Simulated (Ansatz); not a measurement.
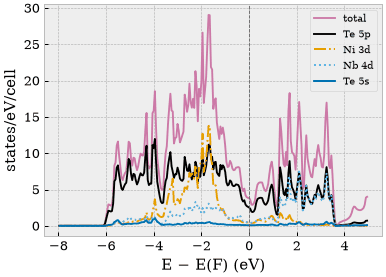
Fig. 1. Total and projected density of states of NbNiTe5 in space group Cmcm (No. 63; Pearson symbol oS28), DFT-r²SCAN in the program Ansatz with PAW potentials

Which orbitals carry the states next to the Fermi level?

Within 0.5 eV of the Fermi level: Te 5p 67 %, Nb 4d 15 %, Ni 3d 11 %. Projections are on Löwdin-orthogonalised atomic valence shells; empty p or d shells of many metals are not among them.

Where is the tallest occupied peak in this window, and what makes it?

Near -1.7 eV, about 29 states/eV per cell; the largest projected share is Ni 3d.

The workflow started from a Materials Project entry (that database holds measured and hypothetical structures alike); the Crystallography Open Database copy checked does not list it. Whether it is the stable phase at ambient conditions was not checked. The r²SCAN relaxation kept the symmetry of its start; its stability against distortions is not shown here. The run is not spin-polarised. A crystal of weakly bound layers computed without a dispersion correction: the cell and the soft elastic constants depend strongly on that. Spin–orbit coupling is left out wherever it is not named.

Potentials: the later of the program's two PAW sets.
